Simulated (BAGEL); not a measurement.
**GaHBrF (SMILES [F][GaH][Br]) at 4 levels**

Wanted: a comparison of 4 runs (B3LYP/cc-pVDZ, PBE0/cc-pVDZ, B3LYP/6-31G*, RI-MP2/cc-pVDZ) of GaHBrF. 

The calculation is run with BAGEL 1.2.2.

5 further runs of the same task are left out: 3 that didn't finish, 2 set aside as unsound or not needed.

**1. The system as given**

The species is GaHBrF (4 atoms), meant as a singlet with charge 0. SMILES: `[F][GaH][Br]`. The shape is that of a PBE0-D4/def2-TZVP optimisation.

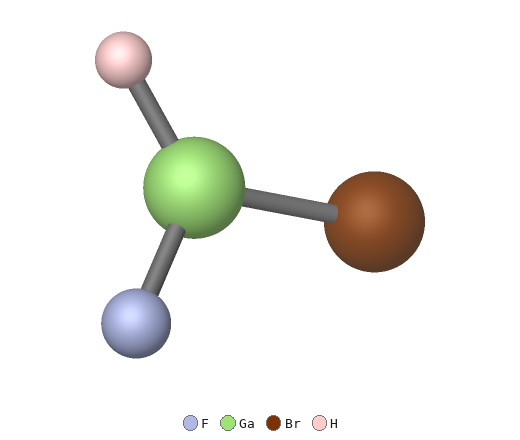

Viewed from a chosen angle; fluorine light blue, gallium green, bromine brown, hydrogen pink.

**2. A single-point energy at B3LYP/cc-pVDZ (density fitting with qzvpp-jkfit) (run 1)**

File input.json:

```json
{ "bagel" : [

{
  "title" : "molecule",
  "basis" : "cc-pvdz.json",
  "df_basis" : "qzvpp-jkfit",
  "angstrom" : "true",
  "geometry" : [
    { "atom" : "F", "xyz" : [   -1.669900,   -0.445200,    0.074400 ] },
    { "atom" : "Ga", "xyz" : [   -0.035400,    0.145800,   -0.083200 ] },
    { "atom" : "Br", "xyz" : [    1.531000,   -1.293300,    0.695900 ] },
    { "atom" : "H", "xyz" : [    0.229800,    1.532300,   -0.707300 ] }
  ]
},
{
  "title" : "ks",
  "xc_func" : "b3lyp"
},
{
  "title" : "print",
  "file" : "orbitals.molden",
  "orbitals" : "true"
}

]}
```

The basis set cc-pVDZ is read from a file made from the Basis Set Exchange's data (not shown).

Launch:

```sh
$ BAGEL_NUM_THREADS=1 BAGEL input.json > input.out
```

The program printed:

```text
* using 1 threads per process

  ===============================================================
  ===============================================================

  *** Geometry ***

  { "atom" : "F", "xyz" : [     -3.155654,     -0.841306,      0.140596 ] },
  { "atom" : "Ga", "xyz" : [     -0.066896,      0.275522,     -0.157225 ] },
  { "atom" : "Br", "xyz" : [      2.893171,     -2.443983,      1.315060 ] },
  { "atom" : "H", "xyz" : [      0.434259,      2.895627,     -1.336603 ] },

  Number of auxiliary basis functions:      627

  Since a DF basis is specified, we compute 2- and 3-index integrals:
    o Being stored without compression. Storage requirement is 0.027 GB

  Number of basis functions:       73
  Number of electrons      :       76

    * METHOD: MOLECULE                             0.42

  *** Kohn-Sham DFT ***

    * Removing 5574 points whose weight is below 1.00e-10
    * Grid points: 54050

  === Nuclear Repulsion ===
   405.2563266145

       - DIIS with orbital gradients will be used.

  === KS iteration (b3lyp / cc-pvdz.json) ===
      0      -4572.11552452          0.08638291           0.31
      1      -4417.69650339          0.26378835           0.34
      2      -4465.85611598          0.13303218           0.33
      3      -4429.58576989          0.16271609           0.28
      4      -4587.47230325          0.07532367           0.33
      5      -4581.68966975          0.11430790           0.33
      6      -4598.74089604          0.02970392           0.30
      7      -4597.01944249          0.05989983           0.33
      8      -4599.48411564          0.00975939           0.33
      9      -4599.56018876          0.00179948           0.32
     10      -4599.56132853          0.00124108           0.27
     11      -4599.56239740          0.00010294           0.33
     12      -4599.56240517          0.00002290           0.33
     13      -4599.56240546          0.00000553           0.30
     14      -4599.56240548          0.00000124           0.32
     15      -4599.56240548          0.00000079           0.33
     16      -4599.56240548          0.00000023           0.32
     17      -4599.56240548          0.00000006           0.28
     18      -4599.56240548          0.00000001           0.33
     19      -4599.56240548          0.00000000           0.33
    * SCF iteration converged.

    * Permanent dipole moment:
           (   -0.393299,    -0.604437,     0.252324) a.u.

    * METHOD: KS                                   6.58

    * METHOD: PRINT                                0.01

  ===============================================================
```

Wall time 7.2 s (1 thread of Arm Neoverse V2, shared host); peak memory 0.27 GiB.

**3. The energy at PBE0/cc-pVDZ (density fitting with qzvpp-jkfit) (run 2)**

File calc.json:

```json
{ "bagel" : [

{
  "title" : "molecule",
  "basis" : "cc-pvdz.json",
  "df_basis" : "qzvpp-jkfit",
  "angstrom" : true,
  "geometry" : [
    { "atom" : "F", "xyz" : [      -1.669900,      -0.445200,       0.074400 ] },
    { "atom" : "Ga", "xyz" : [      -0.035400,       0.145800,      -0.083200 ] },
    { "atom" : "Br", "xyz" : [       1.531000,      -1.293300,       0.695900 ] },
    { "atom" : "H", "xyz" : [       0.229800,       1.532300,      -0.707300 ] }
  ]
},

{
  "title" : "ks",
  "xc_func" : "pbe0"
},

{
  "title" : "print",
  "file" : "orbitals.molden",
  "orbitals" : true
}

]}
```

The basis set cc-pVDZ is read from a file made from the Basis Set Exchange's data (not shown).

Launch:

```sh
$ BAGEL_NUM_THREADS=1 BAGEL calc.json > calc.out
```

The program printed:

```text
* using 1 threads per process

  ===============================================================
  ===============================================================

  *** Geometry ***

  { "atom" : "F", "xyz" : [     -3.155654,     -0.841306,      0.140596 ] },
  { "atom" : "Ga", "xyz" : [     -0.066896,      0.275522,     -0.157225 ] },
  { "atom" : "Br", "xyz" : [      2.893171,     -2.443983,      1.315060 ] },
  { "atom" : "H", "xyz" : [      0.434259,      2.895627,     -1.336603 ] },

  Number of auxiliary basis functions:      627

  Since a DF basis is specified, we compute 2- and 3-index integrals:
    o Being stored without compression. Storage requirement is 0.027 GB

  Number of basis functions:       73
  Number of electrons      :       76

    * METHOD: MOLECULE                             0.42

  *** Kohn-Sham DFT ***

    * Removing 5574 points whose weight is below 1.00e-10
    * Grid points: 54050

  === Nuclear Repulsion ===
   405.2563266145

       - DIIS with orbital gradients will be used.

  === KS iteration (pbe0 / cc-pvdz.json) ===
      0      -4571.47734777          0.08621102           0.36
      1      -4420.10606538          0.23921542           0.34
      2      -4463.42331039          0.13245353           0.30
      3      -4577.04031915          0.08744700           0.31
      4      -4589.84216189          0.11086765           0.33
      5      -4597.75451684          0.03312040           0.33
      6      -4598.24707330          0.02955284           0.27
      7      -4598.81285953          0.00570643           0.33
      8      -4598.83723502          0.00184654           0.33
      9      -4598.83981615          0.00071798           0.31
     10      -4598.84010955          0.00014971           0.29
     11      -4598.84012232          0.00002065           0.33
     12      -4598.84012257          0.00000464           0.33
     13      -4598.84012258          0.00000262           0.27
     14      -4598.84012258          0.00000055           0.33
     15      -4598.84012258          0.00000010           0.33
     16      -4598.84012258          0.00000004           0.30
     17      -4598.84012258          0.00000001           0.32
    * SCF iteration converged.

    * Permanent dipole moment:
           (   -0.388129,    -0.633654,     0.266237) a.u.

    * METHOD: KS                                   5.92

    * METHOD: PRINT                                0.01

  ===============================================================
```

Run time: 6.6 s. Hardware: 1 thread of Arm Neoverse V2, shared host; peak memory 0.27 GiB.

Run 3 isn't shown in full; the table further down has it.

**4. A single-point energy at RI-MP2/cc-pVDZ (density fitting with qzvpp-jkfit) (run 4)**

File job.json:

```json
{ "bagel" : [

{
  "title" : "molecule",
  "basis" : "cc-pvdz.json",
  "df_basis" : "qzvpp-jkfit",
  "angstrom" : true,
  "geometry" : [
    { "atom" : "F", "xyz" : [      -1.669900,      -0.445200,       0.074400 ] },
    { "atom" : "Ga", "xyz" : [      -0.035400,       0.145800,      -0.083200 ] },
    { "atom" : "Br", "xyz" : [       1.531000,      -1.293300,       0.695900 ] },
    { "atom" : "H", "xyz" : [       0.229800,       1.532300,      -0.707300 ] }
  ]
},

{ "title" : "hf" },

{ "title" : "mp2", "ncore" : 19 }

]}
```

The basis set cc-pVDZ is read from a file made from the Basis Set Exchange's data (not shown).

Launch:

```sh
$ BAGEL_NUM_THREADS=1 BAGEL job.json > job.out
```

The program printed:

```text
* using 1 threads per process

  ===============================================================
  ===============================================================

  *** Geometry ***

  { "atom" : "F", "xyz" : [     -3.155654,     -0.841306,      0.140596 ] },
  { "atom" : "Ga", "xyz" : [     -0.066896,      0.275522,     -0.157225 ] },
  { "atom" : "Br", "xyz" : [      2.893171,     -2.443983,      1.315060 ] },
  { "atom" : "H", "xyz" : [      0.434259,      2.895627,     -1.336603 ] },

  Number of auxiliary basis functions:      627

  Since a DF basis is specified, we compute 2- and 3-index integrals:
    o Being stored without compression. Storage requirement is 0.027 GB

  Number of basis functions:       73
  Number of electrons      :       76

    * METHOD: MOLECULE                             0.42

  *** RHF ***

  === Nuclear Repulsion ===
   405.2563266145

      * DIIS with orbital gradients will be used.

  === RHF iteration (cc-pvdz.json) ===
      0      -4595.56726212          0.01375013           0.15
      1      -4595.65418738          0.01044760           0.11
      2      -4595.72505870          0.00083796           0.16
      3      -4595.72583196          0.00022490           0.16
      4      -4595.72588235          0.00005198           0.16
      5      -4595.72588585          0.00001579           0.11
      6      -4595.72588622          0.00000455           0.11
      7      -4595.72588625          0.00000121           0.14
      8      -4595.72588625          0.00000060           0.16
      9      -4595.72588625          0.00000014           0.16
     10      -4595.72588625          0.00000004           0.16
     11      -4595.72588625          0.00000002           0.16
     12      -4595.72588625          0.00000000           0.16
    * SCF iteration converged.

    * Permanent dipole moment:
           (   -0.456952,    -0.731144,     0.306559) a.u.

    * METHOD: HF                                   2.22

  *** RHF ***

  === Nuclear Repulsion ===
   405.2563266145

      * DIIS with orbital gradients will be used.

  === RHF iteration (cc-pvdz.json) ===
      0      -4595.72588625          0.00000000           0.11
    * SCF iteration converged.

    * Permanent dipole moment:
           (   -0.456952,    -0.731144,     0.306559) a.u.

  === DF-MP2 calculation ===

    * freezing 19 orbitals
    * 3-index integral transformation done
    * assembly done

      MP2 correlation energy:   -0.3957754484      0.06

      MP2 total energy:       -4596.1216616968

    * METHOD: MP2                                  0.30

  ===============================================================
```

Wall time 3.3 s (1 thread of Arm Neoverse V2, shared host); peak memory 0.14 GiB.

**5. Overview of the runs**

| run | level | frozen core orbitals | energy (Eh) | dipole moment (D) | HOMO energy (eV) | LUMO energy (eV) | wall time |
| --- | --- | --- | --- | --- | --- | --- | --- |
| 1 | B3LYP/cc-pVDZ (density fitting with qzvpp-jkfit) | – | -4599.562405 | 1.94 | -8.35 | -1.76 | 7.2 s |
| 2 | PBE0/cc-pVDZ (density fitting with qzvpp-jkfit) | – | -4598.840123 | 2.01 | -8.68 | -1.52 | 6.6 s |
| 3 | B3LYP/6-31G* (density fitting with qzvpp-jkfit, spherical functions) | – | -4599.026132 | 1.94 | -8.40 | -1.82 | 9.3 s |
| 4 | RI-MP2/cc-pVDZ (density fitting with qzvpp-jkfit) | 19 | -4596.121662 | – | – | – | 3.3 s |

**6. Summary of results**

| quantity | value |
| --- | --- |
| run 4: total energy | -4596.12166 Eh |
| run 4: correlation energy (19 core orbitals frozen) | -395.8 mEh |

**Reading.** Over runs 1, 2, 3 the dipole moment (its size) runs from 1.94 D (B3LYP/6-31G*) to 2.01 D (PBE0/cc-pVDZ). The two ends differ in method and basis. Over runs 1, 2, 3 the HOMO–LUMO gap runs from 6.58 eV (B3LYP/6-31G*) to 7.16 eV (PBE0/cc-pVDZ). Totals of different functionals can't be ranked against each other. All runs together took 26 s, the longest 9.3 s.
